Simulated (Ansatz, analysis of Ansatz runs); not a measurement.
# Li5NbO5 (C2/m), V_Li hop (2.6 Å): attempt frequency at charge −1

Aim: the prefactor of a hop in Li5NbO5 (C2/m) (V_Li hop (2.6 Å), charge −1) from the modes of the moving atom at the start and at the top of a path found beforehand. Model: a cell of 88 host atoms with 1 Li taken out.

Program: Ansatz 0.2.0. Level of theory: plane-wave PAW DFT, PBEsol; finite-difference force constants of the moving atom alone. Results are calculated unless marked as measured.

**1. Set-up**

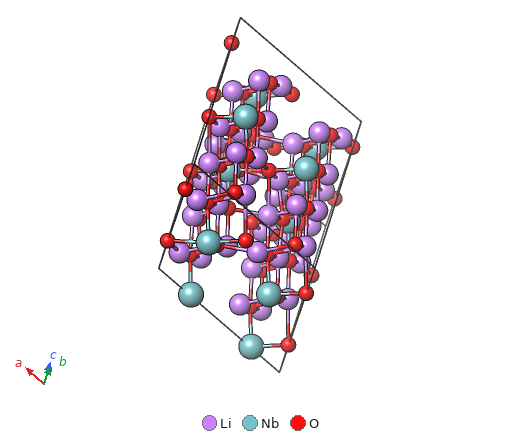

Start, viewed from a free direction; lithium purple, niobium teal, oxygen red. Bonds to atoms that aren't drawn are left out. Some periodic images of atoms are drawn too.

The cell holds 87 atoms: 39 Li, 8 Nb and 40 O. Its edges and angles: a = 10.448 Å, b = 10.448 Å, c = 11.553 Å, α = 107.3°, β = 107.3°, γ = 45.1°. It derives from Li5NbO5 (space group C2/m). Nearest the centre at fractional (0.250, 0.500, 0.499): Li36 at 1.20 Å, O17 at 1.62 Å, O32 at 1.66 Å, Li26 at 2.27 Å, Li11 at 2.31 Å, O42 at 2.47 Å, O41 at 2.50 Å, Nb38 at 2.55 Å. The cell carries charge −1.

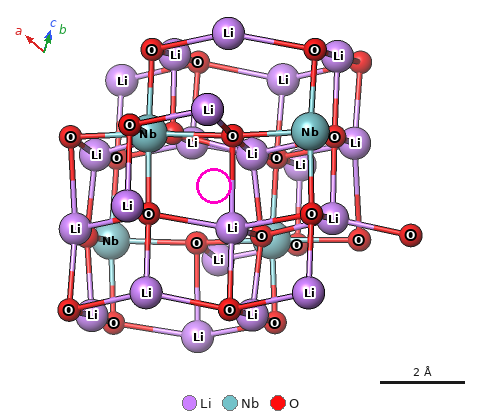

The atoms within 5 Å of the centre. A ring marks the centre wherever it is empty.

The cell's shortest repeat is 8.0 Å.

**2. Vibrations of the moving atom at the start point**

Harmonic transition-state theory takes the prefactor from the modes at the minimum and at the top. Only the moving atom is displaced, by 0.02 Å, which takes six displaced runs and a reference; the host's atoms are held.

Input file qm1.start.modes/input.yaml:

```yaml
crystal:
  lattice:
    - [9.64854378, -4.00795932, 0.00669279]
    - [9.64854378, 4.00795932, 0.00669279]
    - [-3.7205883, 0.0, 10.93780668]
  atoms:
    - { symbol: Li, position: [0.35573557, 0.35875471, 0.17390491] }
    - { symbol: Li, position: [-0.00012639, -0.00043895, 0.25179464] }
    - { symbol: Li, position: [0.14932468, 0.15457566, 0.07000318] }
    - { symbol: Li, position: [0.14721234, 0.14295412, 0.33185975] }
    - { symbol: Nb, position: [-0.01300781, 0.01114911, -0.00062875] }
    - { symbol: O, position: [0.42607548, 0.42774178, 0.08495111] }
    - { symbol: O, position: [0.42736557, 0.42722987, 0.33438313] }
    - { symbol: O, position: [0.25112123, 0.25635997, -0.00503955] }
    - { symbol: O, position: [0.07790781, 0.07822907, 0.15955024] }
    - { symbol: O, position: [0.07383133, 0.07231167, 0.41389519] }
    - { symbol: Li, position: [0.35988311, 0.35554956, 0.66734229] }
    - { symbol: Li, position: [0.34157801, 0.34661769, 0.93011926] }
    - { symbol: Li, position: [-0.00024959, -1.955e-05, 0.7477012] }
    - { symbol: Li, position: [0.15935195, 0.15357693, 0.56929854] }
    - { symbol: Li, position: [0.14102722, 0.1450602, 0.8265677] }
    - { symbol: Nb, position: [0.01031551, -0.00996665, 0.49975338] }
    - { symbol: O, position: [0.43232567, 0.43113184, 0.59355562] }
    - { symbol: O, position: [0.42137633, 0.42131621, 0.84217886] }
    - { symbol: O, position: [0.24416363, 0.23804882, 0.50347] }
    - { symbol: O, position: [0.07789525, 0.07786952, 0.65903777] }
    - { symbol: O, position: [0.07187702, 0.07402464, 0.91236076] }
    - { symbol: Li, position: [0.35356209, 0.85694275, 0.17216661] }
    - { symbol: Li, position: [0.35260636, 0.84260342, 0.43408917] }
    - { symbol: Li, position: [0.00279041, 0.49816508, 0.25138275] }
    - { symbol: Li, position: [0.15055956, 0.65445079, 0.06986866] }
    - { symbol: Li, position: [0.15481639, 0.63325223, 0.33225029] }
    - { symbol: Nb, position: [-0.01299293, 0.51185875, -0.00037709] }
    - { symbol: O, position: [0.42535334, 0.92937058, 0.08709829] }
    - { symbol: O, position: [0.42112845, 0.92163578, 0.33971109] }
    - { symbol: O, position: [0.25297893, 0.75843675, 0.00123605] }
    - { symbol: O, position: [0.08067192, 0.57557143, 0.15887744] }
    - { symbol: O, position: [0.0535976, 0.58809764, 0.41198647] }
    - { symbol: Li, position: [0.36250167, 0.85160149, 0.67170597] }
    - { symbol: Li, position: [0.34232792, 0.84677315, 0.93172702] }
    - { symbol: Li, position: [0.00153017, 0.49910741, 0.74652041] }
    - { symbol: Li, position: [0.1642896, 0.6440097, 0.56272687] }
    - { symbol: Li, position: [0.14141529, 0.64400913, 0.82474504] }
    - { symbol: Nb, position: [0.01534015, 0.48747891, 0.49806212] }
    - { symbol: O, position: [0.42698332, 0.92590154, 0.58930712] }
    - { symbol: O, position: [0.42095256, 0.91993521, 0.84240195] }
    - { symbol: O, position: [0.24581628, 0.74179231, 0.49595346] }
    - { symbol: O, position: [0.08402096, 0.57554096, 0.6574114] }
    - { symbol: O, position: [0.07143429, 0.57495046, 0.91174878] }
    - { symbol: Li, position: [0.85307303, 0.35730035, 0.17209609] }
    - { symbol: Li, position: [0.84811331, 0.34775508, 0.43377306] }
    - { symbol: Li, position: [0.49792821, 0.00335772, 0.25169497] }
    - { symbol: Li, position: [0.64947848, 0.15559324, 0.0695769] }
    - { symbol: Li, position: [0.6378689, 0.15044891, 0.33198428] }
    - { symbol: Nb, position: [0.48636258, 0.01239376, -0.0005392] }
    - { symbol: O, position: [0.9270349, 0.42752863, 0.08698042] }
    - { symbol: O, position: [0.9225004, 0.42036349, 0.33964312] }
    - { symbol: O, position: [0.75332077, 0.25805174, 0.00151653] }
    - { symbol: O, position: [0.57597986, 0.0806709, 0.15878022] }
    - { symbol: O, position: [0.59245877, 0.04974266, 0.41139273] }
    - { symbol: Li, position: [0.8568215, 0.3581056, 0.67193336] }
    - { symbol: Li, position: [0.84201792, 0.34706823, 0.93178978] }
    - { symbol: Li, position: [0.49919817, 0.00049047, 0.74655527] }
    - { symbol: Li, position: [0.64822132, 0.15922671, 0.56261245] }
    - { symbol: Li, position: [0.63938105, 0.1455475, 0.82444401] }
    - { symbol: Nb, position: [0.5120822, -0.00970082, 0.49820604] }
    - { symbol: O, position: [0.93007042, 0.42382877, 0.58901957] }
    - { symbol: O, position: [0.92067848, 0.42066682, 0.84246924] }
    - { symbol: O, position: [0.74591959, 0.24001887, 0.49508596] }
    - { symbol: O, position: [0.5759499, 0.08348622, 0.65710043] }
    - { symbol: O, position: [0.57253216, 0.07356612, 0.91151841] }
    - { symbol: Li, position: [0.85379675, 0.85805752, 0.17332063] }
    - { symbol: Li, position: [0.85160075, 0.84667337, 0.42795646] }
    - { symbol: Li, position: [0.50284299, 0.50259145, 0.25255638] }
    - { symbol: Li, position: [0.64990555, 0.65524787, 0.07077763] }
    - { symbol: Li, position: [0.64780072, 0.64326425, 0.33264113] }
    - { symbol: Nb, position: [0.48703647, 0.51138469, -0.00082274] }
    - { symbol: O, position: [0.92577019, 0.92737541, 0.08578527] }
    - { symbol: O, position: [0.92351857, 0.92141197, 0.33824597] }
    - { symbol: O, position: [0.75191373, 0.75712033, -0.00153541] }
    - { symbol: O, position: [0.57832644, 0.57896111, 0.15993168] }
    - { symbol: O, position: [0.57645304, 0.57334672, 0.41606398] }
    - { symbol: Li, position: [0.85775012, 0.85272067, 0.66778462] }
    - { symbol: Li, position: [0.8415191, 0.8464374, 0.93057864] }
    - { symbol: Li, position: [0.50509479, 0.50428696, 0.74850418] }
    - { symbol: Li, position: [0.6584567, 0.65342319, 0.5703005] }
    - { symbol: Li, position: [0.64192465, 0.6454041, 0.82623787] }
    - { symbol: Nb, position: [0.5083946, 0.48755886, 0.4977909] }
    - { symbol: O, position: [0.92822009, 0.92582661, 0.58708852] }
    - { symbol: O, position: [0.92062491, 0.92113435, 0.84106022] }
    - { symbol: O, position: [0.74467101, 0.74053947, 0.51005278] }
    - { symbol: O, position: [0.58146737, 0.578089, 0.65840207] }
    - { symbol: O, position: [0.57307816, 0.57475071, 0.91334561] }
  symmetry: { detect: false }
total_charge: -1
basis:
  ecutwfc: 420
  xc_grid: 2
hamiltonian:
  xc: pbesol
kpoints:
  mp_grid: { grid: [1, 1, 1], shift: [0.25, 0.25, 0.25] }
scf:
  occupations: { method: fixed }
  max_iter: 150
phonons:
  supercell: [1, 1, 1]
  displaced_sites: [35]
  amplitude: 0.02
```

Started as:

```sh
> ansatz run input.yaml --threads 32 --pin off --max-ram 84787MiB --backend cuda --events-out ev --progress --plain --runs-dir out --max-vram 78GiB
```

Numbers of over 12 decimals in the logs are rounded to 6 here.

Output:

```text
[... repeated set-up lines and file paths are left out, and long positions are rounded to six places ...]
Engine: ansatz 0.2.0, aarch64-unknown-linux-gnu
Pseudopotentials: kind: paw
Pseudopotential: Li, paw, valence charge 3, recommended cutoff 420 eV (normal), Li.paw.azcp
Pseudopotential: Nb, paw, valence charge 13, recommended cutoff 420 eV (normal), Nb.paw.azcp
Pseudopotential: O, paw, valence charge 6, recommended cutoff 420 eV (normal), O.paw.azcp
Functional definition: PBEsol
  exchange = pbesol_x
  correlation = pbesol_c
[...]
Crystal: 87 atoms, lattice volume = 846.151 Å³
Basis set: ecut = 420 eV, 16581 PW (Γ), exchange–correlation on 144×144×160 points (8 copies of the dense FFT grid, shifted against one another)
Bands: 318, of which v1, the nominal top of the filled ones, is band 231 counted from 1 (230 counted from 0)
Symmetry: 1 space group operations
k-points: 1
Non-local potential: Li, projectors of the file, l = 0: 3, l = 1: 2, l = 2: 1
Non-local potential: Nb, projectors of the file, l = 0: 3, l = 1: 2, l = 2: 2, l = 3: 1
Non-local potential: O, projectors of the file, l = 0: 2, l = 1: 2, l = 2: 1
PAW form: soft (Blöchl's): semilocal exchange-correlation on the pseudo side does not see the compensation charge
PAW frozen core: Nb, regenerated for the run's functional, and the local potential with it (the file was generated under x = pbe(κ = 0.804, μ = 0.219515), c = pbe(β = 0.066725))
PAW frozen core: O, regenerated for the run's functional, and the local potential with it (the file was generated under x = pbe(κ = 0.804, μ = 0.219515), c = pbe(β = 0.066725))
PAW one-centre angular grid: Li, 110 points (default); XC on 64 Gauss nodes
PAW one-centre angular grid: Nb, 590 points (default); XC on 64 Gauss nodes
PAW one-centre angular grid: O, 110 points (default); XC on 64 Gauss nodes
Initial density: superposition of atomic densities (neutral atoms scaled as one to the charged cell's electrons: chi_scale 0, normalization atom), corrected by the library's trained network
Initial wavefunctions: pseudopotential atomic-orbital guess
[...]
Functional: x = pbesol(κ = 0.804, μ = 0.123457), c = pbesol(β = 0.046)
SCF iter   1: F=—  HF=-66405.629744 eV  |F-HF|=—  |Δ(HF+E_count)|=         —  Δρ=1.73e-2  dr2=1.99e0  ethr=1.77e-3  ⟨swp⟩=4.0  Hψ=1120  notcnv=0  defer=80
preconditioner: auto → Resta (q_TF=auto, 2.467 Å⁻¹)  ε∞=4.1  [insulator: Δε(μ)=3.087 eV  Ē_g=13.001 eV  n_scr=206 (ndim 8)  ℏωp=22.8 eV  f_vac=0.089  ε∞_Penn≈4.1]
SCF iter   2: F=—  HF=-66405.151811 eV  |F-HF|=—  |Δ(HF+E_count)|=   4.78e-1  Δρ=5.11e-3  dr2=2.24e-1  ethr=4.31e-4  ⟨swp⟩=2.0  Hψ=504  notcnv=0  defer=82
[...]
SCF iter  14: F=-66405.103473 eV  HF=-66405.103473 eV  |F-HF|=4.37e-11  |Δ(HF+E_count)|=  8.73e-11  Δρ=1.04e-7  dr2=1.32e-10  ethr=1.00e-12  ⟨swp⟩=14.0  Hψ=1734  notcnv=0
SCF 1 converged in 14 iterations: F = -66405.103473 eV  dr2 = 1.32e-10
  greatest PAW one-centre occupation: 1.000 electrons in one spin orbital (limit 2), on the Li atom at site 66 (counted from 0), in its partial waves of l = 0
[...]
iter 1 solved again at ethr=1.80e-7 eV; its pass at ethr=3.10e-3 eV (dr2=8.33e-4 eV) is discarded
SCF iter   1: F=—  HF=-66405.099893 eV  |F-HF|=—  |Δ(HF+E_count)|=         —  Δρ=2.97e-4  dr2=8.69e-4  ethr=1.80e-7  ⟨swp⟩=3.0  Hψ=871  notcnv=0  defer=77
SCF iter   2: F=—  HF=-66405.101188 eV  |F-HF|=—  |Δ(HF+E_count)|=   1.29e-3  Δρ=1.63e-4  dr2=2.10e-4  ethr=1.80e-7  ⟨swp⟩=2.0  Hψ=443  notcnv=0  defer=77
[...]
SCF iter  10: F=-66405.102576 eV  HF=-66405.102576 eV  |F-HF|=4.37e-11  |Δ(HF+E_count)|=  4.07e-10  Δρ=6.80e-8  dr2=5.96e-11  ethr=1.00e-12  ⟨swp⟩=4.0  Hψ=779  notcnv=0
SCF 2 converged in 10 iterations: F = -66405.102576 eV  dr2 = 5.96e-11
[...]
iter 1 solved again at ethr=3.43e-10 eV; its pass at ethr=3.10e-3 eV (dr2=1.59e-6 eV) is discarded
[...]
SCF iter   7: F=-66405.102526 eV  HF=-66405.102526 eV  |F-HF|=2.91e-11  |Δ(HF+E_count)|=  2.91e-11  Δρ=4.89e-8  dr2=1.80e-11  ethr=1.00e-12  ⟨swp⟩=3.0  Hψ=758  notcnv=0
SCF 3 converged in 7 iterations: F = -66405.102526 eV  dr2 = 1.80e-11
[...]
SCF 4 converged in 10 iterations: F = -66405.102726 eV  dr2 = 2.61e-11
[...]
SCF 5 converged in 7 iterations: F = -66405.102710 eV  dr2 = 1.66e-11
[...]
SCF 6 converged in 10 iterations: F = -66405.102656 eV  dr2 = 7.26e-11
[...]
SCF 7 converged in 7 iterations: F = -66405.102642 eV  dr2 = 4.76e-11
SCF converged after 14 iterations
[...]
[... 6 atoms left out ...]
  atom  82  Nb    -0.00085604     0.00104669    -0.00048251
  [... 5 atoms left out ...]
  max |Σ_I F_I| component: 1.84e-6 eV/Å
--- Band table (eV) ---
  k-point 0: bands = ["-49.2968", "-49.2807", "-49.2784", "-49.2629", [... 49 left out ...] "-25.5324", "-25.5259", "-25.5135", "-25.5"]
--- Phonons: 6 displaced members + reference (amplitude 0.02 Å, Σ member SCF iterations 51) ---
  symmetry images taken by strict's conditions (phonons.symmetry_images: auto; settled by no image being taken that strict refuses)
  force constants formed among 1 of 87 sites (Li 35); the other 86 at rest. The modes move the named sites alone.
  the frequencies, the zero-point energy and the sums are of the block with the acoustic sum rule laid on its rows. Row sums over every site: 5.4e-5 eV/Å² at the most
  transpose residual: 1.5e-3 eV/Å²
  largest component of a force at the reference: 9.2e-4 eV/Å on a named site, 1.5e-2 eV/Å on a site at rest
  frequencies among the named sites at Γ of the cell (cm⁻¹): 358.60 398.12 450.44
  unstable modes among the named sites: 0
  frequencies as built, with no sum rule (cm⁻¹): 358.60 398.12 450.44
  zero-point energy: 0.074834 eV/cell   skipped modes (ω ≤ 0): 0
  not written: the harmonic force-constant file, the file of eigenvectors (these modes' are written with the force constants), the density of states and the dispersion, which are of every site
```

Elapsed: 3.2 s, on 1 × NVIDIA GB200 with 32 threads of Arm Neoverse V2, shared host; peak memory 1.7 GiB.

The column dr2 measures how far the density is from self-consistency, as an energy; F and HF (Harris–Foulkes) agree once it is small.

Numbers from this step:

```yaml
free_energy: -66405.1035 eV
frequencies_of_moving_atom: 358.6, 398.1, 450.4 cm⁻¹ (negative: imaginary)
```

The three modes are 359, 398 and 450 cm⁻¹: all real, a minimum for this atom with the others held.

**3. Vibrations of the moving atom at the top of the path**

The same at the top, where the mode along the path should be imaginary.

Input file qm1.top.modes/input.yaml:

```yaml
crystal:
  lattice:
    - [9.64854378, -4.00795932, 0.00669279]
    - [9.64854378, 4.00795932, 0.00669279]
    - [-3.7205883, 0.0, 10.93780668]
  atoms:
    - { symbol: Li, position: [0.35339415, 0.3600694, 0.17795157] }
    - { symbol: Li, position: [0.0023039, -0.00231338, 0.25421283] }
[... 4 atom lines left out ...]
    - { symbol: O, position: [0.40652809, 0.43874783, 0.34762019] }
[... 3 atom lines left out ...]
    - { symbol: Li, position: [0.36549003, 0.35579969, 0.67764015] }
[... 5 atom lines left out ...]
    - { symbol: O, position: [0.46131795, 0.40883838, 0.59841739] }
[... 1 atom line left out ...]
    - { symbol: O, position: [0.24004948, 0.24589352, 0.49754281] }
[... 6 atom lines left out ...]
    - { symbol: Li, position: [0.13557219, 0.64316629, 0.32115827] }
[... 5 atom lines left out ...]
    - { symbol: O, position: [0.04166311, 0.58934763, 0.40197386] }
[... 3 atom lines left out ...]
    - { symbol: Li, position: [0.25174124, 0.50068813, 0.49900039] }
[... 1 atom line left out ...]
    - { symbol: Nb, position: [-0.01790492, 0.51461493, 0.4983048] }
[... 2 atom lines left out ...]
    - { symbol: O, position: [0.26243408, 0.75163922, 0.50337472] }
    - { symbol: O, position: [0.09444381, 0.5610916, 0.65292541] }
[... 24 atom lines left out ...]
    - { symbol: Li, position: [0.85119114, 0.84778336, 0.43143906] }
[... 14 atom lines left out ...]
    - { symbol: Nb, position: [0.52179283, 0.48276532, 0.50170723] }
[... 4 atom lines left out ...]
    - { symbol: O, position: [0.57344077, 0.5742512, 0.91413427] }
  symmetry: { detect: false }
total_charge: -1
basis:
  ecutwfc: 420
  xc_grid: 2
hamiltonian:
  xc: pbesol
kpoints:
  mp_grid: { grid: [1, 1, 1], shift: [0.25, 0.25, 0.25] }
scf:
  occupations: { method: fixed }
  max_iter: 150
phonons:
  supercell: [1, 1, 1]
  displaced_sites: [35]
  amplitude: 0.02
```

Output:

```text
[...]
Crystal: 87 atoms, lattice volume = 846.151 Å³
Basis set: ecut = 420 eV, 16581 PW (Γ), exchange–correlation on 144×144×160 points (8 copies of the dense FFT grid, shifted against one another)
Bands: 318, of which v1, the nominal top of the filled ones, is band 231 counted from 1 (230 counted from 0)
[... 1 set-up line as in the run before ...]
k-points: 1
[...]
SCF iter   1: F=—  HF=-66405.109972 eV  |F-HF|=—  |Δ(HF+E_count)|=         —  Δρ=1.74e-2  dr2=2.01e0  ethr=1.77e-3  ⟨swp⟩=4.0  Hψ=1036  notcnv=0  defer=78
[...]
SCF iter   2: F=—  HF=-66404.628980 eV  |F-HF|=—  |Δ(HF+E_count)|=   4.81e-1  Δρ=5.16e-3  dr2=2.26e-1  ethr=4.36e-4  ⟨swp⟩=2.0  Hψ=503  notcnv=0  defer=83
[...]
SCF iter  14: F=-66404.579847 eV  HF=-66404.579847 eV  |F-HF|=1.16e-10  |Δ(HF+E_count)|=  7.28e-11  Δρ=1.02e-7  dr2=1.34e-10  ethr=1.00e-12  ⟨swp⟩=12.0  Hψ=1689  notcnv=0
SCF 1 converged in 14 iterations: F = -66404.579847 eV  dr2 = 1.34e-10
[...]
SCF iter   2: F=—  HF=-66404.577264 eV  |F-HF|=—  |Δ(HF+E_count)|=   1.31e-3  Δρ=1.66e-4  dr2=2.07e-4  ethr=1.84e-7  ⟨swp⟩=2.0  Hψ=444  notcnv=0  defer=81
[...]
SCF iter  10: F=-66404.578666 eV  HF=-66404.578666 eV  |F-HF|=8.73e-11  |Δ(HF+E_count)|=  2.76e-10  Δρ=7.49e-8  dr2=6.93e-11  ethr=1.00e-12  ⟨swp⟩=4.0  Hψ=773  notcnv=0
SCF 2 converged in 10 iterations: F = -66404.578666 eV  dr2 = 6.93e-11
[...]
SCF iter   7: F=-66404.578876 eV  HF=-66404.578876 eV  |F-HF|=1.46e-11  |Δ(HF+E_count)|=  1.46e-11  Δρ=4.24e-8  dr2=1.27e-11  ethr=1.00e-12  ⟨swp⟩=3.0  Hψ=902  notcnv=0
SCF 3 converged in 7 iterations: F = -66404.578876 eV  dr2 = 1.27e-11
[...]
SCF 4 converged in 10 iterations: F = -66404.578689 eV  dr2 = 6.25e-11
[...]
SCF 5 converged in 7 iterations: F = -66404.578761 eV  dr2 = 2.87e-11
[...]
SCF 6 converged in 10 iterations: F = -66404.578986 eV  dr2 = 9.90e-11
[...]
SCF 7 converged in 7 iterations: F = -66404.578882 eV  dr2 = 3.10e-11
SCF converged after 14 iterations
[...]
[... 4 atoms left out ...]
  atom  82  Nb    -0.00776853     0.00112068    -0.00761372
  [... 5 atoms left out ...]
  max |Σ_I F_I| component: 8.41e-7 eV/Å
--- Band table (eV) ---
[...]
transpose residual: 6.0e-4 eV/Å²
[...]
frequencies among the named sites at Γ of the cell (cm⁻¹): -211.85 311.37 746.70
  unstable modes among the named sites: 1
  frequencies as built, with no sum rule (cm⁻¹): -211.86 311.37 746.70
  zero-point energy: 0.065592 eV/cell   skipped modes (ω ≤ 0): 1, of them read as no rigid motion or as one in doubt: 1 (1.000e0 modes/cell left out, lowest -211.85 cm⁻¹)
[...]
```

It took 3.2 s on 1 × NVIDIA GB200 with 32 threads; peak memory 1.6 GiB; 12 s of CPU time.

This step gave:

* free energy: -66404.5798 eV
* frequencies of moving atom: -211.8, 311.4, 746.7 cm⁻¹ (negative: imaginary)

The three modes are 212i, 311 and 747 cm⁻¹: one imaginary, a saddle of first order for this atom with the others held.

**4. Attempt frequency and hop rate**

Analysis of the runs above: harmonic transition-state theory from the moving atom's modes alone (Vineyard), PBEsol.

It gives:

```
attempt frequency : 8.292 THz
```

Hop rate against temperature:

| temperature (K) | hop rate (1/s) |
| --- | --- |
| 200 | 0.529 |
| 300 | 13247 |
| 400 | 2.1e6 |
| 600 | 3.3e8 |
| 800 | 4.2e9 |
| 1000 | 1.9e10 |

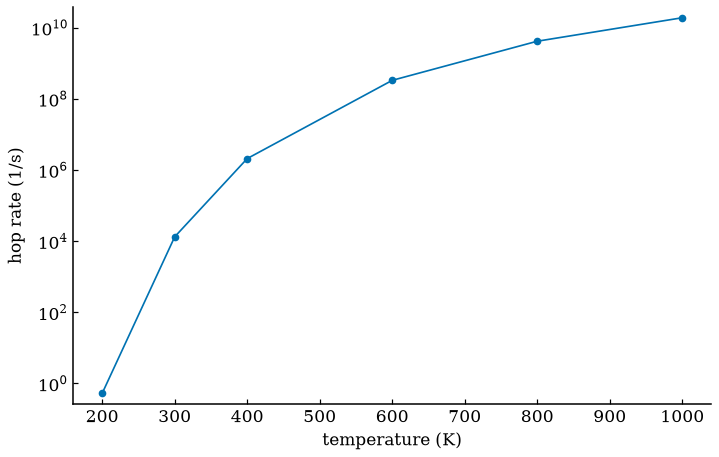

Hop rate, plotted against temperature.

**5. Summary of results**

* attempt frequency (attempt frequency and hop rate): 8.29 THz

What this shows: The attempt frequency, the product of the three frequencies at the start over that of the two real ones at the top (Vineyard), is 8.3 THz. With the barrier of 0.52 eV it gives 3.3e+08 hops a second at 600 K along this one path; equivalent neighbouring sites multiply that. The host's atoms were held, though they move along the path too, so the prefactor is rough. What this leaves open: one k-point off the zone centre stands for the whole zone; periodic copies of the defect are only 8.0 Å apart.

[Logs are printed without paths, hosts, clocks, repeated set-up lines and the standing remarks that a program may print on its own settings, such as how far it seeks lower states.]

[Hosts, paths, dates, database ids (printed as entryN), source tags and the programs' standing remarks are cut or masked in the printed files.]
